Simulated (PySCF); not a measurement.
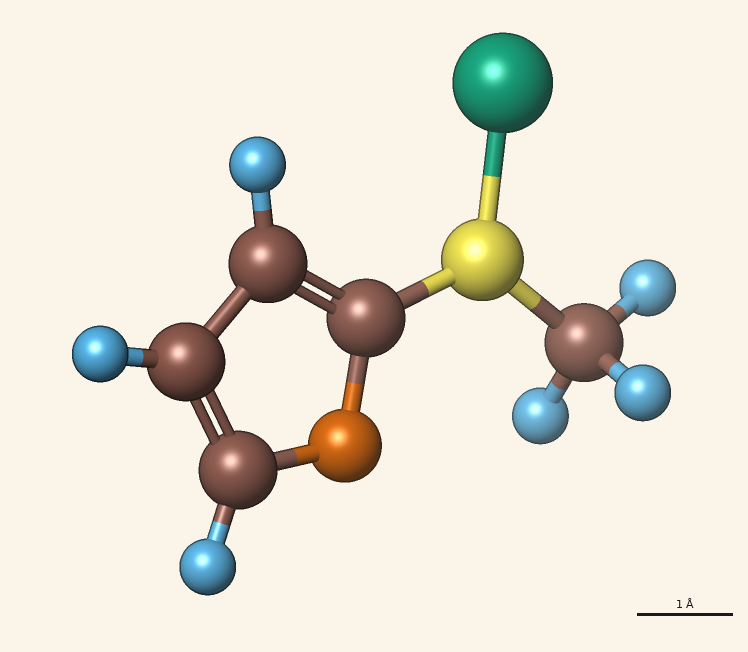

Ball-and-stick drawing of a structure. Double and triple bonds are drawn as two and three sticks. Colours: carbon brown, boron yellow, bromine teal, oxygen orange, hydrogen blue.

The geometry was computed by an optimisation with GFN2-xTB. No frequency run is at hand to confirm it as a minimum.

What does the picture show?

It has 14 atoms: 5 carbon, 6 hydrogen, 1 boron, 1 bromine and 1 oxygen (C₅H₆BBrO). SMILES: `CB(Br)c1ccco1`. Independent rings (smallest set): 1 of 5 members, 1 of them aromatic. This geometry has C1 symmetry. Coordination: 1 C tetrahedral; 1 B trigonal planar; 4 C trigonal planar; 1 O bent.

More results for the same structure follow; atom numbers are the same in all pictures, views and colours differ.

### Geometry

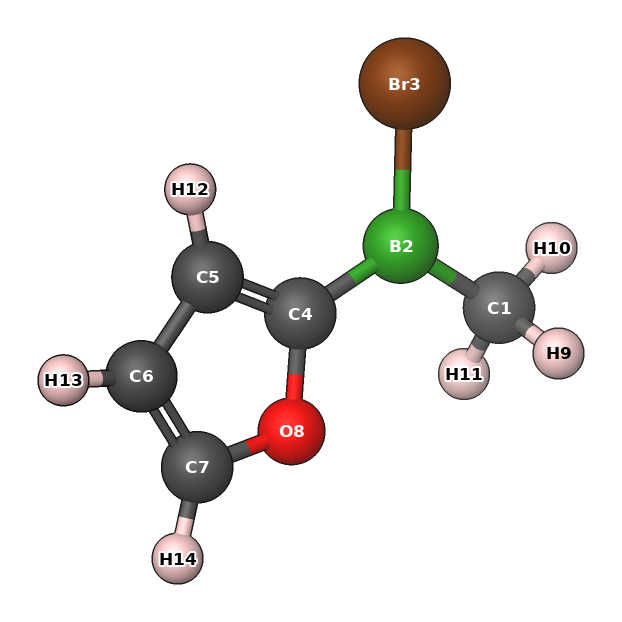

No frequency run is at hand to confirm it as a minimum.

Estimate the angles C1–B2–Br3, B2–C1–H9, B2–C1–H11, B2–C4–C5, Br3–B2–C4, C4–C5–C6, C4–O8–C7, C5–C4–O8, C5–C6–C7, C5–C6–H13, C6–C7–O8, C6–C7–H14.

```
    angle  degrees
C1–B2–Br3    120.5
 B2–C1–H9    109.9
B2–C1–H11    112.0
 B2–C4–C5    131.3
Br3–B2–C4    117.4
 C4–C5–C6    107.2
 C4–O8–C7    108.0
 C5–C4–O8    108.1
 C5–C6–C7    105.6
C5–C6–H13    127.4
 C6–C7–O8    111.2
C6–C7–H14    131.4
```

### Electronic properties

No frequency run is at hand to confirm it as a minimum. Properties computed with B3LYP/pcJ-1 (pcSseg-1 on Br), gas phase (PySCF 2.14.0).

Predict the main results.

- dipole moment: 2.19 D
- HOMO energy (Kohn–Sham orbital): −6.82 eV
- LUMO energy (Kohn–Sham orbital): −1.85 eV
- HOMO–LUMO gap: 4.97 eV

### Spin–spin coupling

No frequency run is at hand to confirm it as a minimum. Method: B3LYP/pcJ-1 (pcSseg-1 on Br) indirect spin-spin coupling, non-relativistic, gas phase (PySCF 2.14.0). Isotopes: 11B, 13C, 1H, 17O.

Give the spin–spin coupling constants of these pairs, with the number of bonds between them: C1/B2, B2/C4, B2/H10, B2/C5, B2/O8, B2/H11, B2/H9, B2/H12, B2/C7, B2/C6.

```json
{"pair": "C1, B2", "bonds apart": "1", "J (Hz)": "61.2"}
{"pair": "B2, C4", "bonds apart": "1", "J (Hz)": "97.1"}
{"pair": "B2, H10", "bonds apart": "2", "J (Hz)": "−7.7"}
{"pair": "B2, C5", "bonds apart": "2", "J (Hz)": "7.9"}
{"pair": "B2, O8", "bonds apart": "2", "J (Hz)": "−14.3"}
{"pair": "B2, H11", "bonds apart": "2", "J (Hz)": "−2.4"}
{"pair": "B2, H9", "bonds apart": "2", "J (Hz)": "−3.6"}
{"pair": "B2, H12", "bonds apart": "3", "J (Hz)": "1.3"}
{"pair": "B2, C7", "bonds apart": "3", "J (Hz)": "5.3"}
{"pair": "B2, C6", "bonds apart": "3", "J (Hz)": "2.5"}
```

### Quadrupole coupling

No frequency run is at hand to confirm it as a minimum. Electric field gradients from the ground-state density, B3LYP/pcJ-1 (pcSseg-1 on Br) (PySCF 2.14.0), non-relativistic apart from any core potentials.

Give the largest field-gradient component, the quadrupole coupling constant and the asymmetry for 11B at B2 (Q = 40.59 mb), 79Br at Br3 (Q = 313 mb), 17O at O8 (Q = −25.6 mb), 2H at H9 (Q = 2.86 mb), 2H at H10 (Q = 2.86 mb), 2H at H11 (Q = 2.86 mb), 2H at H12 (Q = 2.86 mb).

```json
{"atom": "B2", "V_zz (a.u.)": "0.401", "e²qQ/h (MHz)": "3.83", "η": "0.72"}
{"atom": "Br3", "V_zz (a.u.)": "4.038", "e²qQ/h (MHz)": "297.0", "η": "0.62"}
{"atom": "O8", "V_zz (a.u.)": "1.385", "e²qQ/h (MHz)": "−8.33", "η": "0.12"}
{"atom": "H9", "V_zz (a.u.)": "0.304", "e²qQ/h (MHz)": "0.204", "η": "0.00"}
{"atom": "H10", "V_zz (a.u.)": "0.304", "e²qQ/h (MHz)": "0.204", "η": "0.00"}
{"atom": "H11", "V_zz (a.u.)": "0.306", "e²qQ/h (MHz)": "0.206", "η": "0.00"}
{"atom": "H12", "V_zz (a.u.)": "0.330", "e²qQ/h (MHz)": "0.222", "η": "0.05"}
```

The geometry is semi-empirical. Around B, Br such bond lengths and angles can be off by a tenth of an ångström or more and by several degrees, and values that hang on the shape move with them.
